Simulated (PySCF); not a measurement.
## CH4ClSi: excited-state calculation

System: CH4ClSi, multiplicity 2.
Method: CASSCF/3-21G, ROHF (PySCF 2.14.0).

The geometry comes from this level: GFN2-xTB.

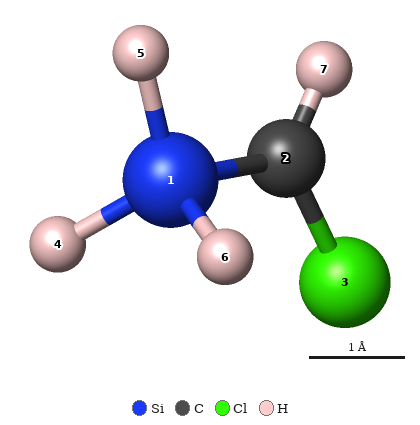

Fig. 1: The structure as given in the input (ball-and-stick view, seen at a tilt; atoms are numbered from 1 in the order of the input). Bond lengths as drawn: C–Cl 1.69 Å, C–H 1.08 Å, C–Si 1.86 Å and H–Si 1.46 to 1.47 Å.

## Input (run.py)
```python
# [SiH3][CH]Cl
import numpy
from pyscf import gto, scf, mp, mcscf

mol = gto.M(
    atom='mol.xyz',
    spin=1,
    verbose=3,
    max_memory=1860,
    basis='3-21g',
    symmetry=True,
)

mf = mol.ROHF()
mf = mf.density_fit(auxbasis='cc-pvqz-jkfit')
mf.max_cycle = 100
mf = mf.newton()
mf.kernel()

pt = mp.MP2(scf.addons.convert_to_uhf(mf)).run()
noons, natorbs = mcscf.addons.make_natural_orbitals(pt)
print('natural occupations', numpy.round(noons[:40], 4))
cas = mcscf.CASSCF(mf, 7, 5)
cas.fix_spin_(ss=0.75)
cas = cas.state_average_([1 / 3] * 3)
cas.kernel(natorbs)
states = list(cas.e_states)
etot = states[0]
print('Final energy', etot)

roots = (numpy.array(states[1:]) - states[0]) * 27.211386
print('state  energy (Eh)  excitation (eV)')
for i, e in enumerate(states):
    print('%3d %16.8f %9.4f' % (i, e, (e - states[0]) * 27.211386))
```

## File mol.xyz
```
7
CH4ClSi
Si    -0.682180     0.341260    -0.284310
C      0.961750    -0.300430     0.296940
Cl     1.102660    -1.778310     1.107020
H     -1.302230    -0.615500    -1.205790
H     -0.398010     1.610760    -0.949180
H     -1.587970     0.533440     0.853480
H      1.905980     0.208770     0.181860
```

Run as:
```bash
OMP_NUM_THREADS=1 python run.py
```

## Log
```
converged SCF energy = -784.597652340283
E(DFUMP2) = -784.782299298337  E_corr = -0.184646958054798
E(SCS-DFUMP2) = -784.78690605442  E_corr = -0.189253714137676
natural occupations [2.0000e+00 2.0000e+00 1.9999e+00 1.9999e+00 1.9999e+00 1.9999e+00
 1.9999e+00 1.9999e+00 1.9997e+00 1.9997e+00 1.9997e+00 1.9939e+00
 1.9903e+00 1.9888e+00 1.9875e+00 1.9843e+00 1.9834e+00 1.9832e+00
 1.9779e+00 1.9718e+00 9.9820e-01 2.5600e-02 1.7500e-02 1.3700e-02
 1.1900e-02 1.1800e-02 1.1200e-02 8.0000e-03 7.8000e-03 6.0000e-03
 5.1000e-03 3.7000e-03 3.3000e-03 3.1000e-03 3.0000e-03 2.7000e-03
 2.6000e-03 1.4000e-03 1.2000e-03 9.0000e-04]
CASSCF energy = -784.487225637981
CASCI E = -784.487225637981  E(CI) = -6.54619448859626  S^2 = 0.7500000
CASCI state-averaged energy = -784.487225637981
CASCI energy for each state
  State 0 weight 0.333333  E = -784.633064492313 S^2 = 0.7500000
  State 1 weight 0.333333  E = -784.433008091511 S^2 = 0.7500000
  State 2 weight 0.333333  E = -784.39560433012 S^2 = 0.7500000
Final energy -784.6330644923125
state  energy (Eh)  excitation (eV)
  0    -784.63306449    0.0000
  1    -784.43300809    5.4438
  2    -784.39560433    6.4616
```

## Key numbers

```csv
quantity,value
outcome,converged
total energy,−784.633064 hartree
SCF energy,−784.597652 hartree
CASSCF energy,−784.633064 hartree
correlation energy,−0.035412 hartree
basis functions,43
⟨S²⟩,0.750
hardware,"1 thread of Arm Neoverse V2, 24 GiB of memory available, shared host"
wall time,13 s
peak memory,0.15 GiB
```
